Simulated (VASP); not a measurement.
Band structure of GaAs (zinc blende). Calculation: optB88-vdW, VASP's PBE PAW potentials (set 64) (plane waves; VASP).

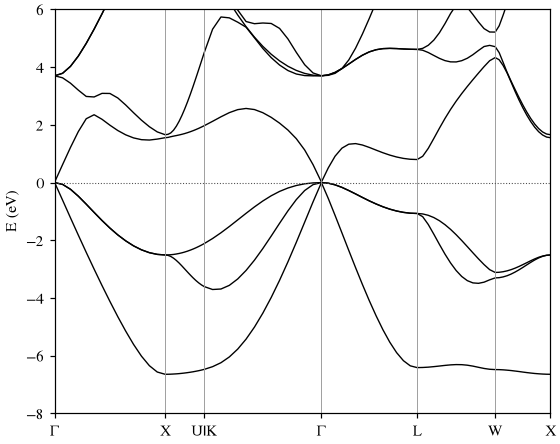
Figure: Bands along high-symmetry lines, zero at the valence-band maximum or, without a gap, the Fermi level

**Question.** Read the plot: is there a gap, and where are the band edges?

**Answer.** The gap is direct, 0.02 eV, from the valence maximum at Γ to the conduction minimum at Γ. (Edges off the drawn lines would not show.)

Measured: gap 1.57 eV (computed value off by -1.55 eV), as given by Wei Chen et al., Physical Review Materials (2018), doi:10.1103/physrevmaterials.2.073803 [zero-point renormalisation of 0.05 eV added back (the table's ZPR column)].

The compound is GaAs in the zinc blende structure. It was relaxed first, which changed the volume by +5 %.
